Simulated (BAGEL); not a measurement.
# GeSiH6O (SMILES [OH][GeH2][SiH3]): a chain of runs

Wanted: a series of 15 runs (B3LYP/def2-SVP, RI-MP2/def2-SVP) of GeH6OSi. 

The results are computed with BAGEL 1.2.2.

1 further run of the same task is left out (set aside as unsound or not needed).

### 1 The structure to begin with

GeSiH6O has 9 atoms, charge 0, and is taken as a singlet. As SMILES, `[OH][GeH2][SiH3]`. One bond was lengthened or shortened from a relaxed shape.

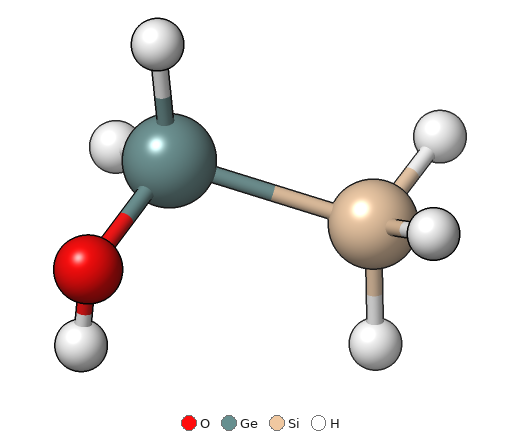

The structure, seen from a chosen angle (oxygen red, germanium teal, silicon light orange, hydrogen white).

### 2 The energy at B3LYP/def2-SVP (density fitting with svp-jkfit) (run 1)

File calc.json:

```json
{ "bagel" : [

{
  "title" : "molecule",
  "basis" : "svp",
  "df_basis" : "svp-jkfit",
  "angstrom" : "true",
  "geometry" : [
    { "atom" : "O", "xyz" : [   -1.547283,    0.993074,   -1.054147 ] },
    { "atom" : "Ge", "xyz" : [    0.204417,    0.889474,   -0.694847 ] },
    { "atom" : "Si", "xyz" : [    0.643917,   -1.020826,    0.671053 ] },
    { "atom" : "H", "xyz" : [   -1.855283,    0.257774,   -1.588347 ] },
    { "atom" : "H", "xyz" : [    0.873700,    0.832100,   -1.824400 ] },
    { "atom" : "H", "xyz" : [    0.506217,    2.216574,    0.016553 ] },
    { "atom" : "H", "xyz" : [    2.104117,   -1.142926,    0.929053 ] },
    { "atom" : "H", "xyz" : [    0.178217,   -2.246326,   -0.033047 ] },
    { "atom" : "H", "xyz" : [   -0.074683,   -0.906226,    1.966453 ] }
  ]
},
{
  "title" : "ks",
  "xc_func" : "b3lyp"
},
{
  "title" : "print",
  "file" : "orbitals.molden",
  "orbitals" : "true"
}

]}
```

Launch:

```
$ BAGEL_NUM_THREADS=1 BAGEL calc.json > calc.out
```

Output:

```text
* using 1 threads per process

  ===============================================================
  ===============================================================

  *** Geometry ***

  { "atom" : "O", "xyz" : [     -2.923941,      1.876638,     -1.992049 ] },
  { "atom" : "Ge", "xyz" : [      0.386292,      1.680862,     -1.313071 ] },
  { "atom" : "Si", "xyz" : [      1.216827,     -1.929082,      1.268106 ] },
  { "atom" : "H", "xyz" : [     -3.505977,      0.487122,     -3.001541 ] },
  { "atom" : "H", "xyz" : [      1.651054,      1.572441,     -3.447616 ] },
  { "atom" : "H", "xyz" : [      0.956611,      4.188718,      0.031281 ] },
  { "atom" : "H", "xyz" : [      3.976205,     -2.159817,      1.755656 ] },
  { "atom" : "H", "xyz" : [      0.336781,     -4.244941,     -0.062450 ] },
  { "atom" : "H", "xyz" : [     -0.141130,     -1.712519,      3.716058 ] },

  Number of auxiliary basis functions:      579

  Since a DF basis is specified, we compute 2- and 3-index integrals:
    o Being stored without compression. Storage requirement is 0.041 GB

  Number of basis functions:       94
  Number of electrons      :       60

    * METHOD: MOLECULE                             0.38

  *** Kohn-Sham DFT ***

    * Removing 15371 points whose weight is below 1.00e-10
    * Grid points: 118783

  === Nuclear Repulsion ===
   273.9018265778

       - DIIS with orbital gradients will be used.

  === KS iteration (b3lyp / svp) ===
      0      -2368.06192628          0.08966669           0.59
      1      -2144.22679614          0.18200081           0.57
      2      -2241.98488051          0.11390975           0.57
      3      -2330.49302255          0.12389884           0.57
      4      -2434.13850553          0.09346826           0.56
      5      -2438.43982696          0.06160576           0.57
[... 14 lines of this table left out ...]
     20      -2444.96463274          0.00000002           0.59
     21      -2444.96463274          0.00000000           0.60
    * SCF iteration converged.

    * Permanent dipole moment:
           (   -0.328788,     0.442354,     0.318922) a.u.

    * METHOD: KS                                  13.39

    * METHOD: PRINT                                0.02

  ===============================================================
```

Wall time 14 s (1 thread of Arm Neoverse V1, shared host); peak memory 0.56 GiB.

### 3 Bond 5-2 at 1.546 A: a single-point energy at RI-MP2/def2-SVP (density fitting with svp-jkfit) (run 2)

File calc.json:

```json
{ "bagel": [

{
  "title": "molecule",
  "basis": "svp",
  "df_basis": "svp-jkfit",
  "angstrom": true,
  "geometry": [
    { "atom": "O", "xyz": [   -1.665383,    1.003199,   -0.854829 ] },
    { "atom": "Ge", "xyz": [    0.086317,    0.899599,   -0.495529 ] },
    { "atom": "Si", "xyz": [    0.525817,   -1.010701,    0.870371 ] },
    { "atom": "H", "xyz": [   -1.973383,    0.267899,   -1.389029 ] },
    { "atom": "H", "xyz": [    0.873700,    0.832100,   -1.824400 ] },
    { "atom": "H", "xyz": [    0.388117,    2.226699,    0.215871 ] },
    { "atom": "H", "xyz": [    1.986017,   -1.132801,    1.128371 ] },
    { "atom": "H", "xyz": [    0.060117,   -2.236201,    0.166271 ] },
    { "atom": "H", "xyz": [   -0.192783,   -0.896101,    2.165771 ] }
  ]
},
{ "title": "hf" },
{ "title": "mp2", "ncore": 15 }

]}
```

Launch:

```
$ BAGEL_NUM_THREADS=1 BAGEL calc.json > calc.out
```

Output:

```text
* using 1 threads per process

  ===============================================================
  ===============================================================

  *** Geometry ***

  { "atom" : "O", "xyz" : [     -3.147118,      1.895771,     -1.615393 ] },
  { "atom" : "Ge", "xyz" : [      0.163115,      1.699996,     -0.936414 ] },
  { "atom" : "Si", "xyz" : [      0.993650,     -1.909948,      1.644763 ] },
  { "atom" : "H", "xyz" : [     -3.729153,      0.506256,     -2.624884 ] },
  { "atom" : "H", "xyz" : [      1.651054,      1.572441,     -3.447616 ] },
  { "atom" : "H", "xyz" : [      0.733435,      4.207851,      0.407937 ] },
  { "atom" : "H", "xyz" : [      3.753028,     -2.140684,      2.132312 ] },
  { "atom" : "H", "xyz" : [      0.113605,     -4.225807,      0.314207 ] },
  { "atom" : "H", "xyz" : [     -0.364307,     -1.693385,      4.092714 ] },

  Number of auxiliary basis functions:      579

  Since a DF basis is specified, we compute 2- and 3-index integrals:
    o Being stored without compression. Storage requirement is 0.041 GB

  Number of basis functions:       94
  Number of electrons      :       60

    * METHOD: MOLECULE                             0.37

  *** RHF ***

  === Nuclear Repulsion ===
   271.7000973111

      * DIIS with orbital gradients will be used.

  === RHF iteration (svp) ===
      0      -2442.06476732          0.01629597           0.14
      1      -2442.16758557          0.01174287           0.13
      2      -2442.24568577          0.00126077           0.14
      3      -2442.24735059          0.00022061           0.14
      4      -2442.24738933          0.00008036           0.14
      5      -2442.24739435          0.00001949           0.14
      6      -2442.24739484          0.00000428           0.13
      7      -2442.24739487          0.00000107           0.13
      8      -2442.24739487          0.00000030           0.14
      9      -2442.24739487          0.00000009           0.14
     10      -2442.24739487          0.00000005           0.14
     11      -2442.24739487          0.00000001           0.14
     12      -2442.24739487          0.00000000           0.13
    * SCF iteration converged.

    * Permanent dipole moment:
           (   -0.389592,     0.531620,     0.167950) a.u.

    * METHOD: HF                                   2.09

  *** RHF ***

  === Nuclear Repulsion ===
   271.7000973111

      * DIIS with orbital gradients will be used.

  === RHF iteration (svp) ===
      0      -2442.24739487          0.00000000           0.13
    * SCF iteration converged.

    * Permanent dipole moment:
           (   -0.389592,     0.531620,     0.167950) a.u.

  === DF-MP2 calculation ===

    * freezing 15 orbitals
    * 3-index integral transformation done
    * assembly done

      MP2 correlation energy:   -0.5269771737      0.07

      MP2 total energy:       -2442.7743720440

    * METHOD: MP2                                  0.35

  ===============================================================
```

Wall time 3 s (1 thread of Arm Neoverse V1, shared host); peak memory 0.16 GiB.

Runs 3 to 14 aren't shown in full; the table further down has their settings and results.

### 4 Bond 5-2 at 4.329 A: the energy at B3LYP/def2-SVP (density fitting with svp-jkfit) (run 15)

File dft.json:

```json
{ "bagel" : [

{
  "title" : "molecule",
  "basis" : "svp",
  "df_basis" : "svp-jkfit",
  "angstrom" : "true",
  "geometry" : [
    { "atom" : "O", "xyz" : [   -3.082733,    1.124701,    1.537241 ] },
    { "atom" : "Ge", "xyz" : [   -1.331033,    1.021101,    1.896541 ] },
    { "atom" : "Si", "xyz" : [   -0.891533,   -0.889199,    3.262441 ] },
    { "atom" : "H", "xyz" : [   -3.390733,    0.389401,    1.003041 ] },
    { "atom" : "H", "xyz" : [    0.873700,    0.832100,   -1.824400 ] },
    { "atom" : "H", "xyz" : [   -1.029233,    2.348201,    2.607941 ] },
    { "atom" : "H", "xyz" : [    0.568667,   -1.011299,    3.520441 ] },
    { "atom" : "H", "xyz" : [   -1.357233,   -2.114699,    2.558341 ] },
    { "atom" : "H", "xyz" : [   -1.610133,   -0.774599,    4.557841 ] }
  ]
},
{ "title" : "ks", "xc_func" : "b3lyp" },
{ "title" : "print", "file" : "orbitals.molden", "orbitals" : "true" }

]}
```

Launch:

```
$ BAGEL_NUM_THREADS=1 BAGEL dft.json > dft.out
```

Output:

```text
* using 1 threads per process

  ===============================================================
  ===============================================================

  *** Geometry ***

  { "atom" : "O", "xyz" : [     -5.825521,      2.125377,      2.904964 ] },
  { "atom" : "Ge", "xyz" : [     -2.515288,      1.929601,      3.583943 ] },
  { "atom" : "Si", "xyz" : [     -1.684753,     -1.680343,      6.165120 ] },
  { "atom" : "H", "xyz" : [     -6.407557,      0.735861,      1.895473 ] },
  { "atom" : "H", "xyz" : [      1.651054,      1.572441,     -3.447616 ] },
  { "atom" : "H", "xyz" : [     -1.944968,      4.437457,      4.928294 ] },
  { "atom" : "H", "xyz" : [      1.074625,     -1.911078,      6.652669 ] },
  { "atom" : "H", "xyz" : [     -2.564799,     -3.996202,      4.834564 ] },
  { "atom" : "H", "xyz" : [     -3.042710,     -1.463780,      8.613071 ] },

  Number of auxiliary basis functions:      579

  Since a DF basis is specified, we compute 2- and 3-index integrals:
    o Being stored without compression. Storage requirement is 0.041 GB

  Number of basis functions:       94
  Number of electrons      :       60

    * METHOD: MOLECULE                             0.38

  *** Kohn-Sham DFT ***

    * Removing 13927 points whose weight is below 1.00e-10
    * Grid points: 120227

  === Nuclear Repulsion ===
   262.6492000248

       - DIIS with orbital gradients will be used.

  === KS iteration (b3lyp / svp) ===
      0      -2366.70680287          0.08663520           0.57
      1      -2155.38440761          0.17955822           0.55
      2      -2246.96700295          0.08918097           0.56
      3      -2288.94068699          0.14811873           0.55
      4      -2340.64080127          0.12788077           0.54
      5      -2341.65150003          0.12906845           0.55
[... 70 lines of this table left out ...]
     76      -2444.81331593          0.00000002           0.53
     77      -2444.81331593          0.00000001           0.53
    * SCF iteration converged.

    * Permanent dipole moment:
           (    0.629338,     0.590822,    -1.272983) a.u.

    * METHOD: KS                                  45.66

    * METHOD: PRINT                                0.02

  ===============================================================
```

It took 46 s on 1 thread of Arm Neoverse V1, shared host; peak memory 0.56 GiB.

### 5 The series

```csv
run,level,frozen core orbitals,partner,energy (Eh),dipole moment (D),HOMO energy (eV),LUMO energy (eV),wall time
1,B3LYP/def2-SVP (density fitting with svp-jkfit),–,bond 5-2 at 1.314 A,-2444.964633,1.62,-7.36,-0.29,14 s
2,RI-MP2/def2-SVP (density fitting with svp-jkfit),15,bond 5-2 at 1.546 A,-2442.774372,–,–,–,3 s
3,B3LYP/def2-SVP (density fitting with svp-jkfit),–,bond 5-2 at 1.546 A,-2444.988617,1.42,-7.41,-0.32,15 s
4,RI-MP2/def2-SVP (density fitting with svp-jkfit),15,bond 5-2 at 1.778 A,-2442.760728,–,–,–,2.6 s
5,B3LYP/def2-SVP (density fitting with svp-jkfit),–,bond 5-2 at 1.778 A,-2444.977981,1.31,-7.43,-0.36,17 s
6,RI-MP2/def2-SVP (density fitting with svp-jkfit),15,bond 5-2 at 2.087 A,-2442.726031,–,–,–,2.9 s
7,B3LYP/def2-SVP (density fitting with svp-jkfit),–,bond 5-2 at 2.087 A,-2444.947636,1.45,-7.29,-1.19,18 s
8,RI-MP2/def2-SVP (density fitting with svp-jkfit),15,bond 5-2 at 2.474 A,-2442.681894,–,–,–,3 s
9,B3LYP/def2-SVP (density fitting with svp-jkfit),–,bond 5-2 at 2.474 A,-2444.908283,1.96,-6.83,-2.34,18 s
10,RI-MP2/def2-SVP (density fitting with svp-jkfit),15,bond 5-2 at 2.938 A,-2442.639993,–,–,–,3 s
11,B3LYP/def2-SVP (density fitting with svp-jkfit),–,bond 5-2 at 2.938 A,-2444.870431,2.64,-6.28,-3.26,17 s
12,RI-MP2/def2-SVP (density fitting with svp-jkfit),15,bond 5-2 at 3.556 A,-2442.605182,–,–,–,3.3 s
13,B3LYP/def2-SVP (density fitting with svp-jkfit),–,bond 5-2 at 3.556 A,-2444.836770,3.34,-5.81,-3.96,19 s
14,RI-MP2/def2-SVP (density fitting with svp-jkfit),15,bond 5-2 at 4.329 A,-2442.590567,–,–,–,3.3 s
15,B3LYP/def2-SVP (density fitting with svp-jkfit),–,bond 5-2 at 4.329 A,-2444.813316,3.91,-5.50,-4.40,46 s
```

### 6 Summary of results

| quantity | value |
| --- | --- |
| bond 5-2 at 4.329 A, run 15: total energy | -2444.81332 Eh |
| bond 5-2 at 4.329 A, run 15: dipole moment | 3.91 D |
| bond 5-2 at 4.329 A, run 15: HOMO energy | -5.50 eV |
| bond 5-2 at 4.329 A, run 15: LUMO energy | -4.40 eV |
| bond 5-2 at 4.329 A, run 15: HOMO–LUMO gap | 1.10 eV |

In runs 10, 11, 12, 13, 14, 15 a closed-shell determinant meets a far-stretched bond, which it describes badly. All runs together took 3.1 min, the longest 46 s.
